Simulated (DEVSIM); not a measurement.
System: abrupt Si p-n junction, at 350 K.

| layer (left to right) | material | thickness (μm) | Nd (cm⁻³) | Na (cm⁻³) | τn (s) | τp (s) |
|---|---|---|---|---|---|---|
| 1 | Si | 0.220 | - | 5e15 | 7.7e-7 | 7.7e-7 |
| 2 | Si | 30.0 | 2.2e15 | - | 7.7e-7 | 7.7e-7 |

Left contact: ohmic. Right contact: ohmic. Voltage is applied to the left contact. Recombination: SRH at mid-gap, radiative, Auger. Mobility is μmin + (μ − μmin)/(1 + (N/Nref)^α).

The device is made up for the run: typed textbook-type constants, with dimensions and the other settings drawn at random. Values at 300 K; Nc and Nv go as T^1.5, mobilities as T to minus their exponent, the gap by Varshni's rule with the affinity fixed.

| parameter | Si |
|---|---|
| gap (eV) | 1.124 |
| affinity (eV) | 4.05 |
| permittivity | 11.7 |
| Nc (cm⁻³) | 2.86e19 |
| Nv (cm⁻³) | 3.1e19 |
| μn (cm²/Vs) | 1417 |
| μp (cm²/Vs) | 470 |
| μn,min | 52 |
| μp,min | 45 |
| Nref,n | 9.7e16 |
| Nref,p | 2.2e17 |
| αn | 0.68 |
| αp | 0.72 |
| T exponent of μn | 2.3 |
| T exponent of μp | 2.2 |
| B (cm³/s) | 4.7e-15 |
| Cn (cm⁶/s) | 2.8e-31 |
| Cp (cm⁶/s) | 9.9e-32 |
| Varshni α (eV/K) | 0.000473 |
| Varshni β (K) | 636 |

DEVSIM, 1D drift-diffusion, Boltzmann statistics, complete ionisation; no tunnelling, impact ionisation, image-force lowering or self-heating.

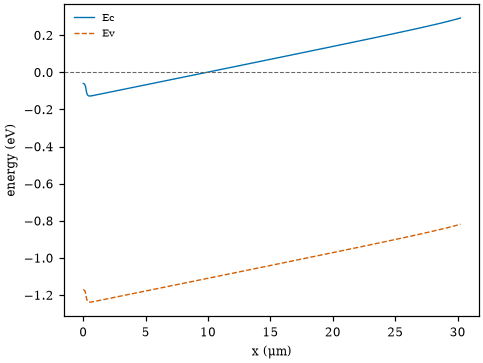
Figure: Band edges at 0.9 V on the left contact

Energies count from the Fermi level of the right contact; mesh points crowd at the junctions.

| x (μm) | Ec (eV) | Ev (eV) | n (cm⁻³) | p (cm⁻³) | field (V/cm) |
|---|---|---|---|---|---|
| 0.000 | -0.060 | -1.170 | 2.9e7 | 5.0e15 | -260 |
| 0.02388 | -0.060 | -1.171 | 3.0e13 | 4.9e15 | -280 |
| 0.06613 | -0.062 | -1.173 | 8.7e13 | 4.6e15 | -470 |
| 0.1344 | -0.068 | -1.178 | 2.0e14 | 3.8e15 | -1400 |
| 0.1965 | -0.082 | -1.192 | 4.2e14 | 2.4e15 | -3400 |
| 0.2200 | -0.091 | -1.202 | 6.1e14 | 1.7e15 | -4600 |
| 0.2440 | -0.101 | -1.211 | 8.8e14 | 1.3e15 | -3500 |
| 0.3238 | -0.119 | -1.230 | 1.7e15 | 6.7e14 | -1400 |
| 0.4622 | -0.127 | -1.238 | 2.5e15 | 4.9e14 | -140 |
| 0.7504 | -0.125 | -1.236 | 2.7e15 | 4.6e14 | 130 |
| 1.351 | -0.117 | -1.228 | 2.7e15 | 4.5e14 | 140 |
| 3.267 | -0.091 | -1.202 | 2.7e15 | 4.5e14 | 140 |
| 6.590 | -0.045 | -1.156 | 2.6e15 | 4.5e14 | 140 |
| 13.51 | 0.050 | -1.061 | 2.6e15 | 4.4e14 | 140 |
| 23.86 | 0.194 | -0.917 | 2.6e15 | 3.9e14 | 140 |
| 27.18 | 0.242 | -0.868 | 2.5e15 | 3.0e14 | 150 |
| 28.71 | 0.266 | -0.844 | 2.4e15 | 2.0e14 | 160 |
| 29.51 | 0.280 | -0.831 | 2.3e15 | 1.1e14 | 170 |
| 29.97 | 0.288 | -0.823 | 2.2e15 | 4.5e13 | 180 |
| 30.11 | 0.291 | -0.820 | 2.2e15 | 2.0e13 | 190 |
| 30.18 | 0.292 | -0.819 | 2.2e15 | 7.6e12 | 190 |
| 30.22 | 0.293 | -0.818 | 2.2e15 | 6.5e7 | 190 |
